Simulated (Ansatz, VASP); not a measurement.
# Cross-check of C (Diamond) between VASP and Ansatz, part 2 of 2

One calculation is typed for both programs; each brings its own data sets. How far apart do they land? The cell is taken from a series of VASP runs on this material, whose earlier steps may have relaxed, scaled or displaced it; both programs get it as it stands. Valence electrons are named where the data sets of a main pair hold unlike numbers.

VASP 6.6.1 and Ansatz 0.2.0.

So far: The starting structure; Ansatz: band structure, PBE0; VASP: band structure, PBE0.

## Step 4: Differences

Known differences besides the potentials themselves: exact exchange at q = 0 is treated differently, which shows on coarse meshes; VASP keeps PBE cores, Ansatz makes them for the functional; the cutoff is 420 eV in Ansatz and 460 eV in VASP; VASP takes a coarser grid for exact exchange (PRECFOCK = Fast). Total energies have different zeros and are not compared.

The two programs side by side:

| quantity | Ansatz | VASP | difference |
| --- | --- | --- | --- |
| gap over the path points (eV) | 6.053 | 6.048 | +0.005 |

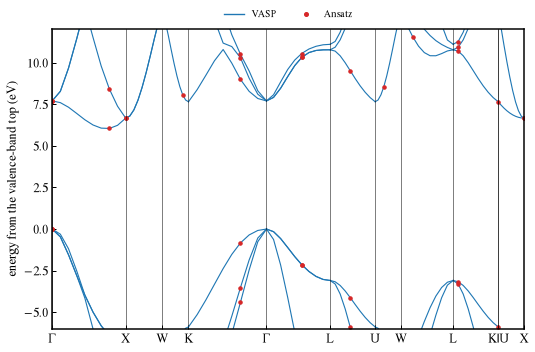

Bands from VASP (lines) and levels from Ansatz (dots). Dots without a line are higher empty bands that the VASP plot leaves out.

Levels at points of the path, from each program's valence-band top (eV; 3 filled, then empty):

| k (reciprocal lattice) | Ansatz | VASP |
| --- | --- | --- |
| 0.000 0.000 0.000 | 0.00 0.00 0.00 7.71 7.71 7.71 | 0.00 0.00 0.00 7.70 7.70 7.70 |
| 0.389 0.000 0.389 | -10.07 -6.42 -6.42 6.05 8.42 18.47 | -10.07 -6.42 -6.42 6.05 8.42 18.49 |
| 0.500 0.000 0.500 | -14.13 -6.91 -6.91 6.67 6.67 19.99 | -14.13 -6.91 -6.91 6.67 6.67 20.01 |
| 0.500 0.222 0.722 | -13.32 -9.02 -9.02 12.41 12.41 15.53 | -13.33 -9.02 -9.02 12.41 12.41 15.54 |
| 0.403 0.347 0.750 | -12.97 -10.12 -6.20 8.08 13.16 17.04 | -12.97 -10.11 -6.19 8.07 13.17 17.06 |
| 0.125 0.125 0.250 | -4.41 -3.52 -0.84 9.00 10.29 10.50 | -4.40 -3.52 -0.83 8.99 10.29 10.51 |
| 0.278 0.278 0.278 | -8.30 -2.15 -2.15 10.33 10.33 10.55 | -8.31 -2.15 -2.15 10.32 10.32 10.56 |
| 0.556 0.389 0.556 | -14.01 -5.89 -4.12 9.53 12.93 13.70 | -14.01 -5.88 -4.12 9.53 12.93 13.72 |
| 0.583 0.250 0.667 | -12.95 -10.05 -6.54 8.57 13.18 16.76 | -12.95 -10.04 -6.54 8.57 13.19 16.77 |
| 0.500 0.306 0.694 | -12.60 -9.37 -7.42 11.56 12.89 15.85 | -12.60 -9.37 -7.42 11.56 12.90 15.87 |

Among the levels compared at these points, filled levels agree within 6 meV and empty ones within 21 meV.

## Step 5: Ansatz: band structure, r2SCAN-EpsX with an exact-exchange share of 0.172

The same path points are solved in both programs, so levels can be compared one by one.

The cell is taken from a series of VASP runs on this material, whose earlier steps may have relaxed, scaled or displaced it; both programs get it as it stands.

Input file input.yaml:

```yaml
crystal:
  lattice:
    - [0.0, 1.78337, 1.78337]
    - [1.78337, 0.0, 1.78337]
    - [1.78337, 1.78337, 0.0]
  atoms:
    - { symbol: C, position: [0.75, 0.75, 0.75] }
    - { symbol: C, position: [0.5, 0.5, 0.5] }
hamiltonian:
  xc: { exchange: r2scan, correlation: r2scan, exx: { coeff: 0.172 } }
  pseudopotentials: { kind: paw }
kpoints:
  mp_grid: { grid: [7, 7, 7] }
  band_path:
    path:
      - [0.0, 0.0, 0.0]
      - [0.38889, 0.0, 0.38889]
      - [0.5, 0.0, 0.5]
      - [0.5, 0.22222, 0.72222]
      - [0.40278, 0.34722, 0.75]
      - [0.125, 0.125, 0.25]
      - [0.27778, 0.27778, 0.27778]
      - [0.55556, 0.38889, 0.55556]
      - [0.58333, 0.25, 0.66667]
      - [0.5, 0.30556, 0.69444]
      - [0.48611, 0.48611, 0.52778]
      - [0.625, 0.25, 0.625]
      - [0.5, 0.0, 0.5]
    npoints: 1
scf:
  occupations: { method: gaussian, width: 0.03 }
  n_extra_bands: 7
output:
  forces: true
  stress: true
  eigenvalues: true
```

Command:

```console
> ansatz run input.yaml --threads 4 --pin off --max-ram 9216MiB --backend cpu --events-out ev --progress --plain --runs-dir out
```

Numbers of over 12 decimals in the logs are rounded to 6 here.

The program printed:

```text
[...]
Crystal: 2 atoms, lattice volume = 11.344 Å³
Basis set: ecut = 500 eV, 283 PW (Γ), exchange–correlation on 80×80×80 points (64 copies of the dense FFT grid, shifted against one another)
Bands: 11, of which v1, the nominal top of the filled ones, is band 4 counted from 1 (3 counted from 0)
Symmetry: 48 space group operations
[...]
k-points: 20 of 343
[...]
P = ⅓ Tr σ = -7.9290 GPa (-79.290 kbar)
--- Band table (eV; the first three rows and the last of 20) ---
  k-point 0: bands = [-11.1869, 12.6452, 12.6452, 12.6452, 19.8649, 19.8649, 19.8649, 28.0971, ... 3 higher]
  k-point 1: bands = [-10.5730, 9.3253, 11.7524, 11.7524, 21.0446, 21.0446, 21.4894, 28.7030, ... 3 higher]
  k-point 2: bands = [-8.7583, 3.9374, 10.3970, 10.3970, 22.5867, 22.5867, 22.7584, 30.0790, ... 3 higher]
  k-point 19: bands = [-2.0141, -0.1216, 2.6093, 5.3672, 22.5989, 26.5919, 27.7919, 28.6659, ... 3 higher]
[key lines of the parts left out:]
Free energy (F): -502.985134 eV
Fermi energy:    15.501935 eV
```

The job ended after 10 s (4 threads of Arm Neoverse V1, shared host; peak memory 0.49 GiB; 36 s of CPU time).

## Step 6: VASP: band structure, r2SCAN-EpsX with an exact-exchange share of 0.172

The same cell, functional, mesh and smearing now go to VASP, with its own data sets.

The run reads the wave functions of an earlier VASP run, which isn't shown here.

Input file INCAR:

```
SYSTEM = C
PREC = Accurate
ENCUT = 460
EDIFF = 1E-06
NELM = 100
ISMEAR = 0
SIGMA = 0.03
LREAL = .FALSE.
ALGO = Normal
LHFCALC = .TRUE.
AEXX = 0.172
METAGGA = R2SCAN
LASPH = .TRUE.
NBANDS = 10
PRECFOCK = Fast
HFRCUT = -1
LORBIT = 11
LWAVE = .FALSE.
LCHARG = .FALSE.
KPAR = 4
```

Input file POSCAR:

```
C
1.0
    0.0000000000      1.7833700000      1.7833700000
    1.7833700000      0.0000000000      1.7833700000
    1.7833700000      1.7833700000      0.0000000000
C
2
Direct
    0.7500000000      0.7500000000      0.7500000000
    0.5000000000      0.5000000000      0.5000000000
```

Input file KPOINTS:

```
Automatic mesh
0
Gamma
7 7 7
0 0 0
```

Input file KPOINTS_OPT:

```
Line mode
10
Line-mode
Reciprocal
  0.00000000   0.00000000   0.00000000 GAMMA
  0.50000000   0.00000000   0.50000000 X

  0.50000000   0.00000000   0.50000000 X
  0.50000000   0.25000000   0.75000000 W

  0.50000000   0.25000000   0.75000000 W
  0.37500000   0.37500000   0.75000000 K

  0.37500000   0.37500000   0.75000000 K
  0.00000000   0.00000000   0.00000000 GAMMA

  0.00000000   0.00000000   0.00000000 GAMMA
  0.50000000   0.50000000   0.50000000 L

  0.50000000   0.50000000   0.50000000 L
  0.62500000   0.25000000   0.62500000 U

  0.62500000   0.25000000   0.62500000 U
  0.50000000   0.25000000   0.75000000 W

  0.50000000   0.25000000   0.75000000 W
  0.50000000   0.50000000   0.50000000 L

  0.50000000   0.50000000   0.50000000 L
  0.37500000   0.37500000   0.75000000 K

  0.62500000   0.25000000   0.62500000 U
  0.50000000   0.00000000   0.50000000 X
```

PAW data sets: C (PBE family, release 64).

Command:

```console
> mpirun -np 4 vasp_std
```

The program printed:

```text
[banner, memory and clock lines left out]
running    4 mpi-ranks, on    1 nodes
[...]
|                                                                             |
|               ----> ADVICE to this user running VASP <----                  |
|                                                                             |
|     You enforced a specific xc type in the INCAR file but a different       |
|     [... a line on the potential file left out ...]
|     I HOPE YOU KNOW WHAT YOU ARE DOING!                                     |
|                                                                             |

 LDA part: xc-table for (None), standard interpolation
 found WAVECAR, reading the header
 POSCAR, INCAR and KPOINTS ok, starting setup
[...]
HFRCUT set to (new)   9.757082
 reading WAVECAR
 the WAVECAR file was read successfully
 initial charge from wavefunction
 entering main loop
       N       E                     dE             d eps       ncg     rms          rms(c)
[...]
DAV:   6    -0.220685663025E+02   -0.70555E-05   -0.28579E-06   420   0.187E-02    0.121E-01
DAV:   7    -0.220685698361E+02   -0.35336E-05   -0.10386E-06   254   0.114E-02    0.757E-02
DAV:   8    -0.220685716287E+02   -0.17926E-05   -0.42344E-07   206   0.735E-03    0.474E-02
DAV:   9    -0.220685725564E+02   -0.92764E-06   -0.15173E-07   208   0.437E-03
   1 F= -.22068573E+02 E0= -.22068573E+02  d E =-.403301E-27
 Start KPOINTS_OPT (optional k-point list driver)
k-point batch [1-20\100]
       N       E                     dE             ncg
DAV:   1     0.310834713635E+03   -0.62267E+04      408
DAV:   2    -0.106601683917E+03   -0.41744E+03      570
DAV:   3    -0.119154281214E+03   -0.12553E+02      454
DAV:   4    -0.119236210452E+03   -0.81929E-01      442
DAV:   5    -0.119236339289E+03   -0.12884E-03      442
DAV:   6    -0.119236339427E+03   -0.13794E-06      440
[...]
k-point batch [81-100\100]
       N       E                     dE             ncg
DAV:   1     0.119079977910E+03   -0.84231E+04      442
DAV:   2    -0.239792558556E+03   -0.35887E+03      532
DAV:   3    -0.246941485630E+03   -0.71489E+01      472
DAV:   4    -0.246984557371E+03   -0.43072E-01      512
DAV:   5    -0.246984603716E+03   -0.46344E-04      494
DAV:   6    -0.246984603763E+03   -0.47524E-07      464
```

Parts of OUTCAR (step 6):

```text
 POSITION                                       TOTAL-FORCE (eV/Angst)
 -----------------------------------------------------------------------------------
      2.67505      2.67505      2.67505        -0.000000     -0.000000     -0.000000
      1.78337      1.78337      1.78337         0.000000      0.000000      0.000000
 -----------------------------------------------------------------------------------
    total drift:                               -0.000000      0.000000     -0.000000

  FREE ENERGIE OF THE ION-ELECTRON SYSTEM (eV)
  ---------------------------------------------------
  free  energy   TOTEN  =       -22.0685725564 eV

  energy  without entropy=      -22.0685725564  energy(sigma->0) =      -22.06857256

[... 2 parts as in an earlier step ...]

[... 1 further part left out ...]
[key lines of the parts left out:]
E-fermi :   9.2894
```

The PAW data sets were made with PBE, which is usual practice but a small mismatch for other functionals.

## Step 7: Comparison

What differs besides the data sets and the points named for the pairs above, as far as they apply: the cutoff is 500 eV in Ansatz and 460 eV in VASP. Total energies have different zeros and are not compared.

Compared:

| quantity | Ansatz | VASP | difference |
| --- | --- | --- | --- |
| gap over the path points (eV) | 5.594 | 5.571 | +0.024 |

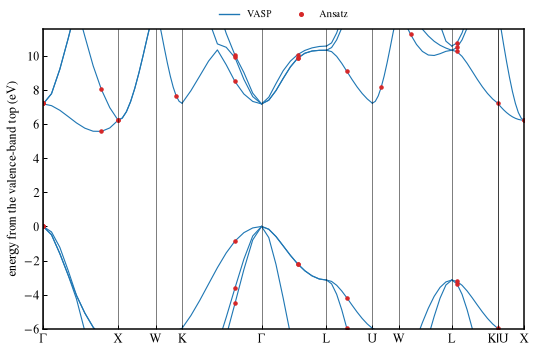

Bands from VASP (lines) and levels from Ansatz (dots). Dots without a line are higher empty bands that the VASP plot leaves out.

Levels at points of the path, from each program's valence-band top (eV; 3 filled, then empty):

| k (reciprocal lattice) | Ansatz | VASP |
| --- | --- | --- |
| 0.000 0.000 0.000 | 0.00 0.00 0.00 7.22 7.22 7.22 | 0.00 0.00 0.00 7.18 7.18 7.18 |
| 0.389 0.000 0.389 | -10.23 -6.50 -6.50 5.59 8.03 18.22 | -10.24 -6.51 -6.51 5.57 8.02 18.20 |
| 0.500 0.000 0.500 | -14.31 -6.99 -6.99 6.24 6.24 19.78 | -14.33 -7.00 -7.00 6.22 6.22 19.76 |
| 0.500 0.222 0.722 | -13.54 -9.07 -9.07 12.11 12.11 15.14 | -13.55 -9.09 -9.09 12.10 12.10 15.13 |
| 0.403 0.347 0.750 | -13.15 -10.17 -6.26 7.67 12.83 16.73 | -13.16 -10.18 -6.27 7.65 12.82 16.71 |
| 0.125 0.125 0.250 | -4.49 -3.58 -0.85 8.52 9.90 10.04 | -4.49 -3.59 -0.85 8.48 9.89 10.02 |
| 0.278 0.278 0.278 | -8.41 -2.18 -2.18 9.89 9.89 10.07 | -8.43 -2.19 -2.19 9.85 9.85 10.07 |
| 0.556 0.389 0.556 | -14.11 -5.97 -4.17 9.11 12.54 13.28 | -14.13 -5.98 -4.18 9.09 12.51 13.28 |
| 0.583 0.250 0.667 | -13.13 -10.10 -6.61 8.17 12.85 16.44 | -13.15 -10.11 -6.62 8.15 12.85 16.42 |
| 0.500 0.306 0.694 | -12.76 -9.45 -7.48 11.26 12.52 15.51 | -12.78 -9.46 -7.50 11.25 12.50 15.50 |

Among the levels compared at these points, filled levels agree within 17 meV and empty ones within 41 meV.

## Step 8: Summary of results

| Property | Result |
| --- | --- |
| largest difference of a filled level at the path points (band structure, PBE0) | 5.5 meV |
| largest difference of a filled level at the path points (band structure, r2SCAN-EpsX with an exact-exchange share of 0.172) | 17 meV |

In words: The largest difference of a filled level at the path points is 17 meV (band structure, r2SCAN-EpsX with an exact-exchange share of 0.172), within the 80 meV picked in this series as the mark of a large difference. How closely two codes agree says nothing of how well the functional describes the real material.

[Lines on the potential files, build, host, timing and source positions are cut from VASP's logs without a mark.]

[Logs are printed without paths, hosts, clocks, repeated set-up lines and the standing remarks that a program may print on its own settings, such as how far it seeks lower states.]

[Hosts, paths, dates, database ids (printed as entryN), source tags and the programs' standing remarks are cut or masked in the printed files.]
